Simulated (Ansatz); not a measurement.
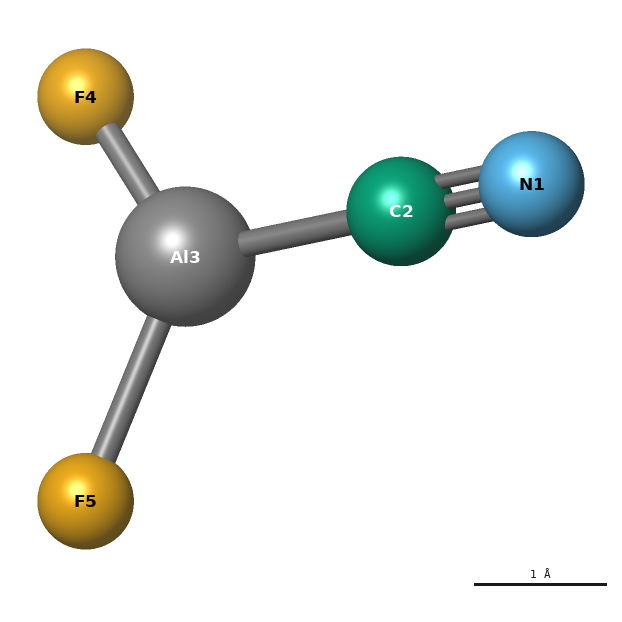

(Drawn from a calculation with Ansatz.)

Numbered structure. Geometry: moved along internal coordinates away from the minimum.

Question: What is the geometry at Al3?

Answer: Al3 has 3 neighbours (C2 at 1.90, F4 at 1.63, F5 at 2.01 Å); the arrangement is trigonal planar.

Question: Describe the coordination of atom 2.

Answer: C2 has 2 neighbours (N1 at 1.15, Al3 at 1.90 Å); the arrangement is linear.
